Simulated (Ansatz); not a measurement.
The starting structures come from a database of crystals and need not be the phases stable at ambient conditions.

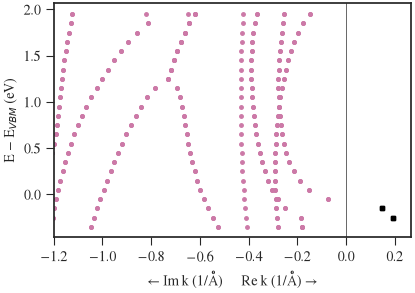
Figure: Complex bands at the centre of the two-dimensional zone; r2SCAN (Ansatz, a program for electronic structure)

No gap correction and no spin-orbit coupling; mid-gap values are interpolated between computed energies.

This is ScAg(PSe₃)₂ (P-31c, not sure to be the ambient phase, 20 atoms a cell, 23.4 Å³ an atom) along the normal of (001). Read off the slowest decay at the centre of the two-dimensional zone at 0.85 eV, the computed energy nearest the middle of the gap.

κ ≈ 0.27 1/Å, a decay length 1/(2κ) of the density of 1.8 Å.
